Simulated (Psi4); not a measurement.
# Geometry relaxation, with input and output: SiH (part 2 of 2)

Continued. System: SiH, multiplicity 2, SMILES [SiH]. Method: B3LYP/6-31G, UKS (Psi4 1.11). The geometry comes from this level: GFN2-xTB.

Geometry of the input (Å):
```
Si 0.0000  0.0000  0.0000
H  0.0000  0.0000  1.5166
```

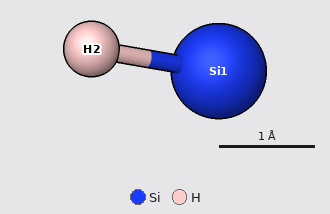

The geometry at step 1 of the log (ball-and-stick view, seen at a tilt; atoms are numbered from 1 in the order of the input).

Log, continued:
```
  Minimum eigenvalue in the overlap matrix is 7.9758990840E-02.
  Reciprocal condition number of the overlap matrix is 2.7262487524E-02.
    Using symmetric orthogonalization.

  ==> Pre-Iterations <==

  SCF Guess: Orbitals guess was supplied from a previous computation.

   -------------------------------------------------------
    Irrep   Nso     Nmo     Nalpha   Nbeta   Ndocc  Nsocc
   -------------------------------------------------------
     A         15      15       8       7       7       1
   -------------------------------------------------------
    Total      15      15       8       7       7       1
   -------------------------------------------------------

  ==> Iterations <==

                           Total Energy        Delta E     RMS |[F,P]|

   @DF-UKS iter   0:  -289.96855164147144   -2.89969e+02   4.89671e-03
   @DF-UKS iter   1:  -289.97643817996300   -7.88654e-03   4.28557e-04 ADIIS/DIIS
   @DF-UKS iter   2:  -289.97647406407049   -3.58841e-05   2.92998e-04 ADIIS/DIIS
   @DF-UKS iter   3:  -289.97649699487675   -2.29308e-05   1.79071e-05 DIIS
   @DF-UKS iter   4:  -289.97649707132820   -7.64514e-08   2.54612e-06 DIIS
   @DF-UKS iter   5:  -289.97649707333420   -2.00600e-09   6.53696e-07 DIIS
   @DF-UKS iter   6:  -289.97649707365906   -3.24860e-10   1.54220e-07 DIIS
   @DF-UKS iter   7:  -289.97649707367668   -1.76215e-11   7.53767e-09 DIIS
  Energy and wave function converged.

  ==> Post-Iterations <==

   Electrons on quadrature grid:
      Nalpha   =    8.0000001524 ; deviation = 1.524e-07
      Nbeta    =    7.0000001589 ; deviation = 1.589e-07
      Ntotal   =   15.0000003113 ; deviation = 3.113e-07

   @Spin Contamination Metric:   7.815816671E-04
   @S^2 Expected:                7.500000000E-01
   @S^2 Observed:                7.507815817E-01
   @S   Expected:                5.000000000E-01
   @S   Observed:                5.000000000E-01

    Final Occupation by Irrep:
              A
    DOCC [     7 ]
    SOCC [     1 ]
    NA   [     8 ]
    NB   [     7 ]

  @DF-UKS Final Energy:  -289.97649707367668

   => Energetics <=

    Nuclear Repulsion Energy =              4.7188768349920611
    One-Electron Energy =                -410.5900856693236847
    Two-Electron Energy =                 132.9731264711656422
    DFT Exchange-Correlation Energy =     -17.0784147105106996
    Empirical Dispersion Energy =           0.0000000000000000
    VV10 Nonlocal Energy =                  0.0000000000000000
    Total Energy =                       -289.9764970736766827

  UHF NO Occupations:
  HONO-2 :    6  A 1.9999642
  HONO-1 :    7  A 1.9996450
  HONO-0 :    8  A 1.0000000
  LUNO+0 :    9  A 0.0003550
  LUNO+1 :   10  A 0.0000358
  LUNO+2 :   11  A 0.0000000
  LUNO+3 :   12  A 0.0000000

Computation Completed

Properties will be evaluated at   0.000000,   0.000000,   0.000000 [a0]

Properties computed using the SCF density matrix

 Multipole Moments:

 ------------------------------------------------------------------------------------
     Multipole            Electronic (a.u.)      Nuclear  (a.u.)        Total (a.u.)
 ------------------------------------------------------------------------------------

 L = 1.  Multiply by 2.5417464519 to convert [e a0] to [Debye]
 Dipole X            :         -0.0000000            0.0000000           -0.0000000
 Dipole Y            :         -0.0000000            0.0000000           -0.0000000
 Dipole Z            :         -1.2734380            1.4194304            0.1459924
 Magnitude           :                                                    0.1459924

 ------------------------------------------------------------------------------------

	total time  =          0 seconds =       0.00 minutes

         ------------------------------------------------------------
                                   SCF GRAD
         ------------------------------------------------------------

  ==> Geometry <==

    Molecular point group: c1
    Full point group: C_inf_v

    Geometry (in Angstrom), charge = 0, multiplicity = 2:

       Center              X                  Y                   Z               Mass
    ------------   -----------------  -----------------  -----------------  -----------------
         SI           0.000000000000     0.000000000000    -0.054589118957    27.976926534650
         H            0.000000000000     0.000000000000     1.515377889812     1.007825032230

  Nuclear repulsion =    4.718876834992061

   => Molecular Quadrature <=

    Radial Scheme          =       TREUTLER
    Pruning Scheme         =           NONE
    Nuclear Scheme         =       TREUTLER

    Blocking Scheme        =         OCTREE
    BS radius alpha        =              1
    Pruning alpha          =              1
    Radial Points          =             75
    Spherical Points       =            302
    Total Points           =          43154
    Total Blocks           =            391
    Max Points             =            256
    Max Functions          =             15
    Weights Tolerance      =       1.00E-15

  -Total Gradient:
     Atom            X                  Y                   Z
    ------   -----------------  -----------------  -----------------
       1        0.000000000000    -0.000000000000     0.001249005070
       2       -0.000000000000    -0.000000000000    -0.001249357062

	total time  =          1 seconds =       0.02 minutes

    			-----------------------------------------

    			 OPTKING 3.0: for geometry optimizations

    			        with contributions from

    			-----------------------------------------

	                            ===> Fragment 1 <==

	 Z (Atomic Numbers)          Masses                          Geom
	      14.000000            27.976927          0.00000000  0.00000000 -0.10315848
	       1.000000             1.007825          0.00000000  0.00000000  2.86364919

	 - Coordinate -           - BOHR/RAD -       - ANG/DEG -
	 R(1,2)           =         2.966808           1.569967

	        --- Internal Coordinate Step in ANG or DEG, aJ/ANG or AJ/DEG ---
	-------------------------------------------------------------------------------
	           Coordinate      Previous         Force          Change          New
	           ----------      --------        ------          ------        ------
	               R(1,2)       1.56997        0.01029        0.00438       1.57435
	-------------------------------------------------------------------------------

	                                 ==> Convergence Check <==

	Measures of convergence in internal coordinates in au.

	Criteria marked as inactive (o), active & met (*), and active & unmet ( ).

	----------------------------------------------------------------------------------------------
	   Step    Total Energy     Delta E     Max Force     RMS Force      Max Disp      RMS Disp
	----------------------------------------------------------------------------------------------
	  Convergence Criteria     1.00e-06 *    3.00e-04 *             o    1.20e-03 *             o
	----------------------------------------------------------------------------------------------
	     2    -289.97649707   -8.65e-04      1.25e-03      1.25e-03 o    8.28e-03      8.28e-03 o  ~
	----------------------------------------------------------------------------------------------

Next Geometry in Ang
	Fragment 1 (Ang)

	   Si   0.0000000000   0.0000000000  -0.0567802591
	    H   0.0000000000   0.0000000000   1.5175690299

    Structure for next step:
    Molecular point group: c1
    Full point group: C_inf_v

    Geometry (in Angstrom), charge = 0, multiplicity = 2:

    SI           0.000000000000     0.000000000000    -0.054741494653
    H            0.000000000000     0.000000000000     1.519607794336

gradient() will perform analytic gradient computation.

  ==> Geometry <==

    Molecular point group: c1
    Full point group: C_inf_v

    Geometry (in Angstrom), charge = 0, multiplicity = 2:

       Center              X                  Y                   Z               Mass
    ------------   -----------------  -----------------  -----------------  -----------------
         SI           0.000000000000     0.000000000000    -0.054741494653    27.976926534650
         H            0.000000000000     0.000000000000     1.519607794336     1.007825032230

  Running in c1 symmetry.

  Rotational constants: A = ************  B =      6.99164  C =      6.99164 [cm^-1]
  Rotational constants: A = ************  B = 209603.94552  C = 209603.94552 [MHz]
  Nuclear repulsion =    4.705741604608523

  Charge       = 0
  Multiplicity = 2
  Electrons    = 15
  Nalpha       = 8
  Nbeta        = 7

   => Auxiliary Basis Set <=

  Basis Set: (6-31G AUX)
    Blend: CC-PVDZ-JKFIT
    Number of shells: 45
    Number of basis functions: 155
    Number of Cartesian functions: 155
    Spherical Harmonics?: false
    Max angular momentum: 3

  Cached 100.0% of DFT collocation blocks in 0.018 [GiB].

  Minimum eigenvalue in the overlap matrix is 8.0031830986E-02.
  Reciprocal condition number of the overlap matrix is 2.7384954333E-02.
    Using symmetric orthogonalization.

  ==> Iterations <==

                           Total Energy        Delta E     RMS |[F,P]|

   @DF-UKS iter   0:  -289.97581331200450   -2.89976e+02   3.84229e-04
   @DF-UKS iter   1:  -289.97650244669978   -6.89135e-04   3.52334e-05 DIIS
   @DF-UKS iter   2:  -289.97650269098148   -2.44282e-07   2.40918e-05 DIIS
   @DF-UKS iter   3:  -289.97650284630004   -1.55319e-07   1.54566e-06 DIIS
   @DF-UKS iter   4:  -289.97650284686802   -5.67979e-10   2.13832e-07 DIIS
   @DF-UKS iter   5:  -289.97650284688297   -1.49498e-11   5.75588e-08 DIIS
   @DF-UKS iter   6:  -289.97650284688547   -2.50111e-12   1.32589e-08 DIIS
   @DF-UKS iter   7:  -289.97650284688547    0.00000e+00   6.16531e-10 DIIS
  Energy and wave function converged.

  ==> Post-Iterations <==

   Electrons on quadrature grid:
      Nalpha   =    8.0000001586 ; deviation = 1.586e-07
      Nbeta    =    7.0000001653 ; deviation = 1.653e-07
      Ntotal   =   15.0000003239 ; deviation = 3.239e-07

   @Spin Contamination Metric:   7.852141824E-04
   @S^2 Expected:                7.500000000E-01
   @S^2 Observed:                7.507852142E-01
   @S   Expected:                5.000000000E-01
   @S   Observed:                5.000000000E-01

    Orbital Energies [Eh]
    ---------------------

    Alpha Occupied:

       1A    -66.154766     2A     -5.312348     3A     -3.674605
       4A     -3.670101     5A     -3.665059     6A     -0.493571
       7A     -0.276884     8A     -0.190643

    Alpha Virtual:

       9A     -0.127908    10A      0.062686    11A      0.162225
      12A      0.237596    13A      0.238977    14A      0.243578
      15A      0.928549

    Beta Occupied:

       1A    -66.151667     2A     -5.308936     3A     -3.672850
       4A     -3.663064     5A     -3.659131     6A     -0.468182
       7A     -0.264758

    Beta Virtual:

       8A     -0.115762     9A     -0.086418    10A      0.071395
      11A      0.173938    12A      0.244198    13A      0.248286
      14A      0.268640    15A      0.927467

    Final Occupation by Irrep:
              A
    DOCC [     7 ]
    SOCC [     1 ]
    NA   [     8 ]
    NB   [     7 ]

  @DF-UKS Final Energy:  -289.97650284688547

   => Energetics <=

    Nuclear Repulsion Energy =              4.7057416046085230
    One-Electron Energy =                -410.5631120111750079
    Two-Electron Energy =                 132.9585654866893378
    DFT Exchange-Correlation Energy =     -17.0776979270083160
    Empirical Dispersion Energy =           0.0000000000000000
    VV10 Nonlocal Energy =                  0.0000000000000000
    Total Energy =                       -289.9765028468854666

  UHF NO Occupations:
  HONO-2 :    6  A 1.9999642
  HONO-1 :    7  A 1.9996432
  HONO-0 :    8  A 1.0000000
  LUNO+0 :    9  A 0.0003568
  LUNO+1 :   10  A 0.0000358
  LUNO+2 :   11  A 0.0000000
  LUNO+3 :   12  A 0.0000000

Computation Completed

Properties will be evaluated at   0.000000,   0.000000,   0.000000 [a0]

Properties computed using the SCF density matrix

 Multipole Moments:

 ------------------------------------------------------------------------------------
     Multipole            Electronic (a.u.)      Nuclear  (a.u.)        Total (a.u.)
 ------------------------------------------------------------------------------------

 L = 1.  Multiply by 2.5417464519 to convert [e a0] to [Debye]
 Dipole X            :          0.0000000            0.0000000            0.0000000
 Dipole Y            :          0.0000000            0.0000000            0.0000000
 Dipole Z            :         -1.2829463            1.4233925            0.1404462
 Magnitude           :                                                    0.1404462

 ------------------------------------------------------------------------------------

	total time  =          0 seconds =       0.00 minutes

         ------------------------------------------------------------
                                   SCF GRAD
         ------------------------------------------------------------

  ==> Geometry <==

    Molecular point group: c1
    Full point group: C_inf_v

    Geometry (in Angstrom), charge = 0, multiplicity = 2:

       Center              X                  Y                   Z               Mass
    ------------   -----------------  -----------------  -----------------  -----------------
         SI           0.000000000000     0.000000000000    -0.054741494653    27.976926534650
         H            0.000000000000     0.000000000000     1.519607794336     1.007825032230

  Nuclear repulsion =    4.705741604608523

   => Molecular Quadrature <=

    Radial Scheme          =       TREUTLER
    Pruning Scheme         =           NONE
    Nuclear Scheme         =       TREUTLER

    Blocking Scheme        =         OCTREE
    BS radius alpha        =              1
    Pruning alpha          =              1
    Radial Points          =             75
    Spherical Points       =            302
    Total Points           =          43154
    Total Blocks           =            391
    Max Points             =            256
    Max Functions          =             15
    Weights Tolerance      =       1.00E-15

  -Total Gradient:
     Atom            X                  Y                   Z
    ------   -----------------  -----------------  -----------------
       1        0.000000000000    -0.000000000000     0.000147802128
       2        0.000000000000    -0.000000000000    -0.000148156695

	total time  =          0 seconds =       0.00 minutes

    			-----------------------------------------

    			 OPTKING 3.0: for geometry optimizations

    			        with contributions from

    			-----------------------------------------

	                            ===> Fragment 1 <==

	 Z (Atomic Numbers)          Masses                          Geom
	      14.000000            27.976927          0.00000000  0.00000000 -0.10344643
	       1.000000             1.007825          0.00000000  0.00000000  2.87164255

	 - Coordinate -           - BOHR/RAD -       - ANG/DEG -
	 R(1,2)           =         2.975089           1.574349

	        --- Internal Coordinate Step in ANG or DEG, aJ/ANG or AJ/DEG ---
	-------------------------------------------------------------------------------
	           Coordinate      Previous         Force          Change          New
	           ----------      --------        ------          ------        ------
	               R(1,2)       1.57435        0.00122        0.00052       1.57487
	-------------------------------------------------------------------------------

	                                 ==> Convergence Check <==

	Measures of convergence in internal coordinates in au.

	Criteria marked as inactive (o), active & met (*), and active & unmet ( ).

	----------------------------------------------------------------------------------------------
	   Step    Total Energy     Delta E     Max Force     RMS Force      Max Disp      RMS Disp
	----------------------------------------------------------------------------------------------
	  Convergence Criteria     1.00e-06 *    3.00e-04 *             o    1.20e-03 *             o
	----------------------------------------------------------------------------------------------
	     3    -289.97650285   -5.77e-06      1.48e-04 *    1.48e-04 o    9.90e-04 *    9.90e-04 o  ~
	----------------------------------------------------------------------------------------------

Next Geometry in Ang
	Fragment 1 (Ang)

	   Si   0.0000000000   0.0000000000  -0.0550034289
	    H   0.0000000000   0.0000000000   1.5198697286

    Final optimized geometry and variables:
    Molecular point group: c1
    Full point group: C_inf_v

    Geometry (in Angstrom), charge = 0, multiplicity = 2:

    SI           0.000000000000     0.000000000000    -0.054741494653
    H            0.000000000000     0.000000000000     1.519607794336

  Variable Map:
  ----------------------------------------------------------------------------
  "CURRENT ENERGY"              =>    -289.976502846885
  "CURRENT REFERENCE ENERGY"    =>    -289.976502846885
  "DD SOLVATION ENERGY"         =>       0.000000000000
  "DFT FUNCTIONAL TOTAL ENERGY" =>    -289.976502846885
  "DFT TOTAL ENERGY"            =>    -289.976502846885
  "DFT VV10 ENERGY"             =>       0.000000000000
  "DFT XC ENERGY"               =>     -17.077697927008
  "GRID ELECTRONS ALPHA"        =>       8.000000158602
  "GRID ELECTRONS BETA"         =>       7.000000165262
  "GRID ELECTRONS TOTAL"        =>      15.000000323864
  "NUCLEAR REPULSION ENERGY"    =>       4.705741604609
  "ONE-ELECTRON ENERGY"         =>    -410.563112011175
  "OPTIMIZATION ITERATIONS"     =>       3.000000000000
  "PCM POLARIZATION ENERGY"     =>       0.000000000000
  "PE ENERGY"                   =>       0.000000000000
  "SCF ITERATION ENERGY"        =>    -289.976502846885
  "SCF ITERATIONS"              =>       7.000000000000
  "SCF TOTAL ENERGY"            =>    -289.976502846885
  "TWO-ELECTRON ENERGY"         =>     132.958565486689
  "XC GRID RADIAL POINTS"       =>      75.000000000000
  "XC GRID SPHERICAL POINTS"    =>     302.000000000000
  "XC GRID TOTAL POINTS"        =>   43154.000000000000

  Array Variable Map:
  ----------------------------------------------------------------------------
  "CURRENT DIPOLE"              =>       0.000000000000 ... 0.140446178718 1 by 3
  "CURRENT GRADIENT"            =>       0.000000000000 ... -0.000148156695 2 by 3
  "DFT TOTAL GRADIENT"          =>       0.000000000000 ... -0.000148156695 2 by 3
  "SCF DIPOLE"                  =>       0.000000000000 ... 0.140446178718 1 by 3
  "SCF TOTAL ENERGIES"          =>    -289.975813312005 ... -289.976502846885 1 by 8
  "SCF TOTAL GRADIENT"          =>       0.000000000000 ... -0.000148156695 2 by 3

    Psi4 run time: 0:00:02.54

[set-up sections that repeat, and orbital energies of the middle runs, are left out above]
```

Standard output:
```
Optimizer: Optimization complete!
```

Trajectory as extended XYZ (Å, eV, eV/Å), 3 frames, from step=0 to step=2:
```
2
Properties=species:S:1:pos:R:3:forces:R:3 step=0 energy=-7890.63892
Si    0.0000    0.0000    0.0000    0.0000   0.0000  -0.8470
H     0.0000    0.0000    1.5166    0.0000   0.0000   0.8470
2
Properties=species:S:1:pos:R:3:forces:R:3 step=1 energy=-7890.66246
Si    0.0000    0.0000   -0.0019    0.0000   0.0000  -0.0642
H     0.0000    0.0000    1.5681    0.0000   0.0000   0.0642
2
Properties=species:S:1:pos:R:3:forces:R:3 step=2 energy=-7890.66262
Si    0.0000    0.0000   -0.0020    0.0000   0.0000  -0.0076
H     0.0000    0.0000    1.5723    0.0000   0.0000   0.0076
```

Summary:

| quantity | value |
| --- | --- |
| outcome | converged |
| total energy | −289.976503 hartree |
| ⟨S²⟩ | 0.751 |
| dipole moment | 0.36 D |
| hardware | 1 thread of Intel Xeon Gold (Sapphire Rapids), 64 GiB of memory available, shared host |
| wall time | 3.6 s |
| peak memory | 0.23 GiB |
